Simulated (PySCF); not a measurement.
AlF₃, SMILES `F[Al](F)F`.

PySCF calculation, ωB97X/def2-TZVP, gas phase; geometry: GFN2-xTB. No frequency check shows the geometry to be a minimum.

Geometry (Å), atoms numbered from 1:

```
F1      -1.0552   -1.2441    0.0000
Al2      0.0000    0.0000    0.0000
F3      -0.5498    1.5359    0.0000
F4       1.6050   -0.2918    0.0000
```

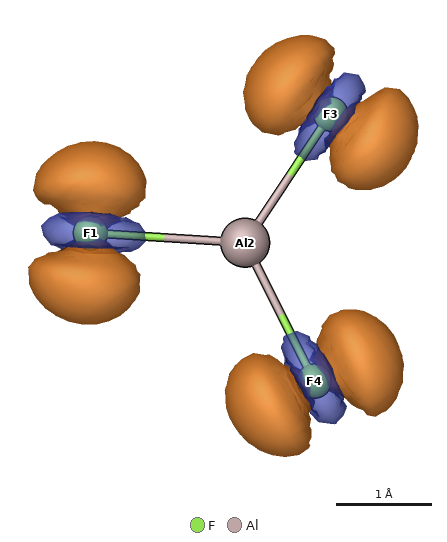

Fukui function f⁻ = ρ(N) − ρ(N−1) at fixed geometry, surfaces at ±0.05 e/Å³ (orange positive, blue negative).

Q: On which atoms does the density change most on removal of an electron?

A: f⁻ (Hirshfeld-condensed) is largest on F1, F3 and F4 (0.26 each) and Al2 (0.23); the vertical ionisation energy is 14.86 eV (the stability of the cation's solution wasn't checked). Condensed values hint at sites of electrophilic attack but needn't mark the atom that reacts. Shares this close don't rank the sites. Orbital relaxation makes it negative in places (0.16 e in all).

The PySCF run took 23 s on 1 thread of Arm Neoverse V1, on a shared host, peak memory 0.52 GiB.
